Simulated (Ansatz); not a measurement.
# CH3NSi: what the fields show

```xyz
6

C    -0.3273   -0.8167   -0.0887
N     0.9280   -0.7105    0.0795
Si    0.0165    1.0871   -0.1610
H    -0.8958   -1.7585   -0.0917
H     1.5684   -1.4839    0.2712
H    -0.2819    1.2732    1.3408
```

Theory: Ansatz, RKS CAM-B3LYP-D4/cc-pVDZ.

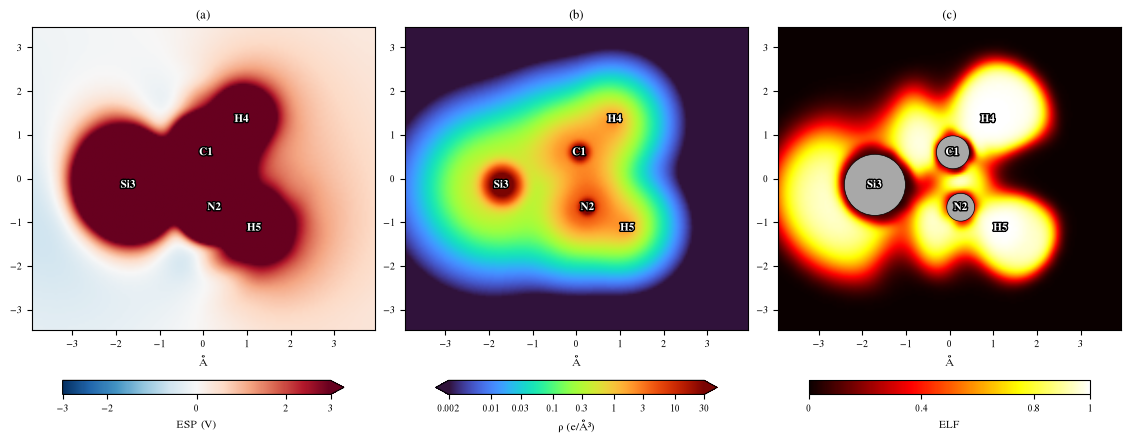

Figure 1. (a) electrostatic potential; (b) total electron density; (c) ELF on the plane of atoms C1, N2 and Si3. Grey discs cover the atomic cores in the ELF map.

### What do the fields say about this system?

The section cuts through C, N, Si and H sites.
C–N (1.27 Å): the density is about 2.8 e/Å³ at the midpoint; the ELF peaks at about 0.95 between the atoms (a short, multiple covalent bond).
C–Si (1.94 Å): ρ at the midpoint is about 0.69 e/Å³; the ELF peaks at about 0.85 between the atoms (localised, covalent bonding).
Si–N (2.03 Å): the density is about 0.49 e/Å³ at the midpoint, with its minimum of 0.38 e/Å³ about 0.8 Å from Si; the ELF peaks at about 0.75 in the valence shell of N, 0.6 Å from its nucleus, and is about 0.35 at the midpoint.
N–H (1.02 Å): the density is about 2.8 e/Å³ at the midpoint; the ELF climbs to about 1 towards the hydrogen, as it does in any bond to H (an ordinary covalent bond to hydrogen).
C–H (1.10 Å): the density is about 1.9 e/Å³ at the midpoint; the ELF climbs to about 1 towards the hydrogen; a covalent bond by its length.
The ELF also peaks beside Si3, away from the bonds: lone-pair regions.
Outside the dense part of the molecule the potential is most negative (−0.6 V) near H6, which lies off the plane.

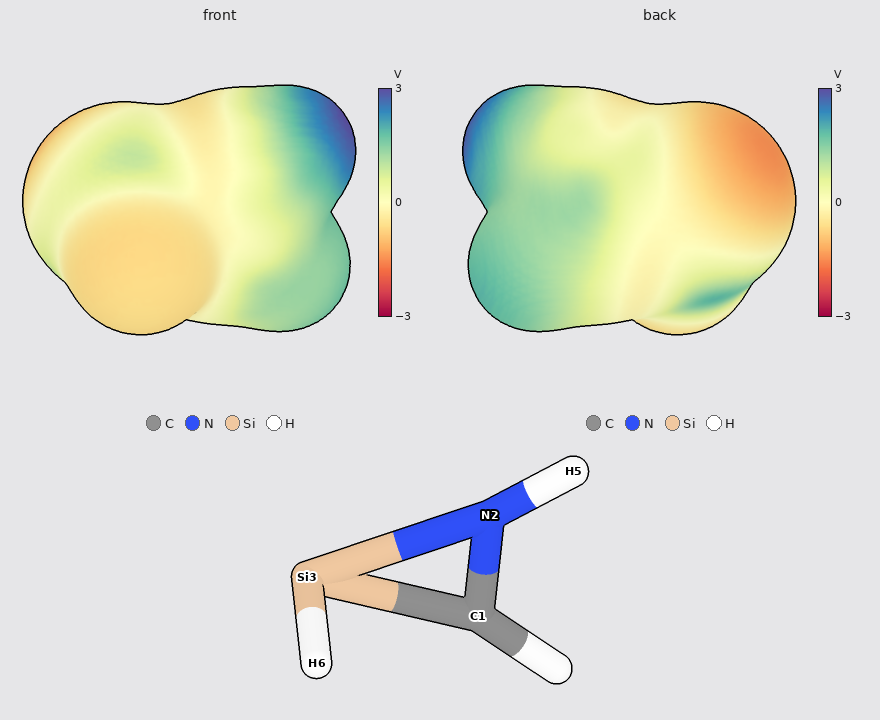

Figure 2. The molecular electrostatic potential painted on the density surface at 0.004 e/bohr³, seen from the front and from behind; red is negative and blue positive. The bare structure is drawn below in the same view.

### Where is the surface potential most negative and most positive?

The most negative region (about −1.4 V, or −32 kcal/mol for a unit charge) lies over H6, the most positive (about +2.9 V, or +67 kcal/mol for a unit charge) over H5.

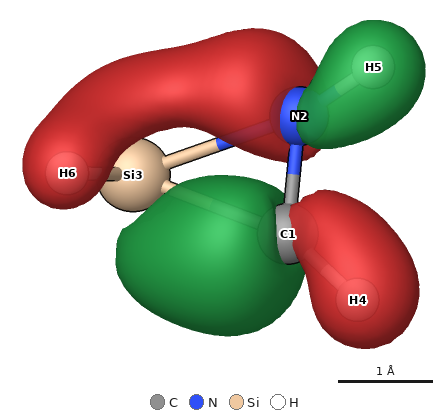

Figure 3. The HOMO−1 at ±0.15 Å⁻³ᐟ² (green and red are the two phases), seen across its widest extent.

### Where does this orbital lie, and at what energy?

Its weight (Hirshfeld) is mainly on C1 (about 35 %), Si3 (about 30 %), N2 (about 20 %) and H4 (about 5 %). Its energy is −9.20 eV.
